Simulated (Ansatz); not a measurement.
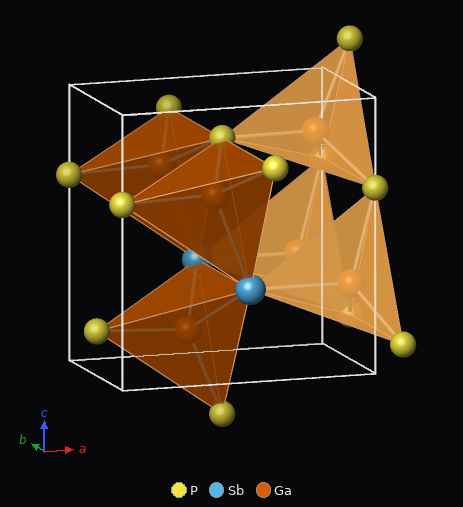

Shown here is a polyhedral view of the crystal, taken slightly off an axis. One conventional unit cell is framed, with atoms on its boundary repeated. Some neighbours outside the box are added.

Ga$_{4}$SbP$_{3}$, space group Pm (No. 6), a = 6.535 Å, b = 3.960 Å, c = 6.865 Å, α = 90.00°, β = 90.04°, γ = 90.00°. The structure comes from a structure type filled with these elements by a generator (whether the compound takes this form wasn't checked). Earlier steps of the study, as a rule a relaxation of our own, may have changed the cell and positions, so they can lie some per cent off the listed ones. It was run through Ansatz as a DFT input.

This one geometry was computed with Ansatz (DFT, plane waves, PAW) at four levels of theory: r2SCAN, HSE06, PBE and PBE with spin-orbit coupling. It was relaxed beforehand with r2SCAN.

Q: Which level gives the highest pressure at this volume, and what does that say about its equilibrium volume?

A: Highest: PBE (2.3 GPa) and PBE with spin-orbit coupling (2.3 GPa), which points to the largest equilibrium volume. Lowest, with the smallest volume: r2SCAN (0.0 GPa) and HSE06 (0.4 GPa). Levels within 0.5 GPa of each other can't be told apart.

Q: How does the band gap change with the level of theory?

A: PBE with spin-orbit coupling: a gap of 0.06 eV, direct; PBE: a gap of 0.09 eV, direct; r2SCAN: a gap of 0.44 eV, direct; HSE06: a gap of 0.82 eV, direct.

Q: Collect the results in a table.

A:
| level | cutoff (eV) | k-mesh of the run's cell | gap (eV) | pressure (GPa) |
| --- | --- | --- | --- | --- |
| r2SCAN | 500 | 4×6×4 | 0.44 | 0.0 |
| HSE06 | 420 | 2×4×2 | 0.82 | 0.4 |
| PBE | 420 | 4×6×4 | 0.09 | 2.3 |
| PBE with spin-orbit coupling | 420 | 4×6×4 | 0.06 | 2.3 |

Gaps are taken on the k-mesh or band path of each run.
